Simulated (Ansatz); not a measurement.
```yaml
atoms:
  - { symbol: Zr, position_ang: [-0.5497, -0.3929, -0.3268] }
  - { symbol: O, position_ang: [1.1023, 0.1269, 0.9485] }
  - { symbol: F, position_ang: [-0.1504, -2.1693, -0.8368] }
  - { symbol: F, position_ang: [-1.7349, -0.2785, 1.1530] }
  - { symbol: F, position_ang: [-1.6754, 0.3182, -1.6820] }
  - { symbol: H, position_ang: [1.1489, 0.8064, -0.0401] }
  - { symbol: H, position_ang: [0.7737, 1.0018, -1.0071] }
  - { symbol: H, position_ang: [1.0857, 0.5874, 1.7913] }
```

A transition-state structure; geometry: PBE0-D4/def2-TZVP; core potentials replace the inner electrons of Zr.

Theory: Ansatz 0.2.0, RKS PBE0-D4/def2-TZVPP.

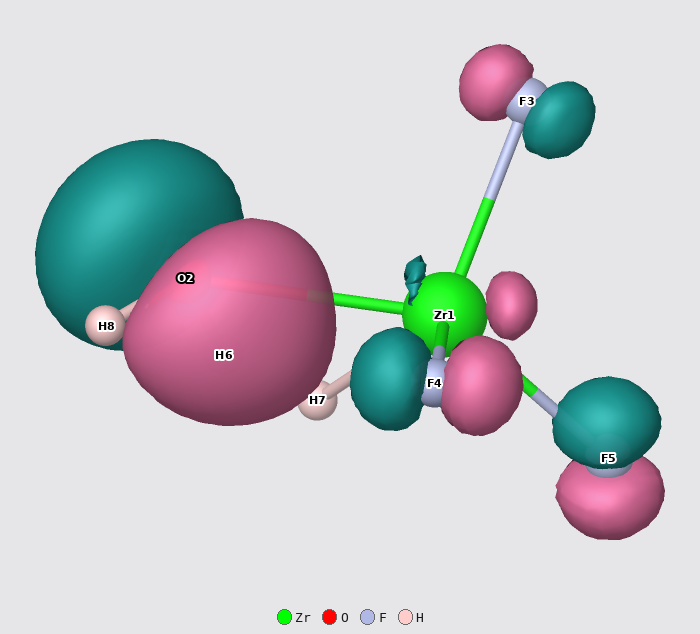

F3H3OZr. The HOMO−1 at ±0.15 Å⁻³ᐟ² (teal and pink are the two phases), seen from one side.

### Describe this orbital and give its energy.

By Hirshfeld shares it lies mainly on O2 (about 70 %); largely a lone pair of O2. Its energy is −10.76 eV.
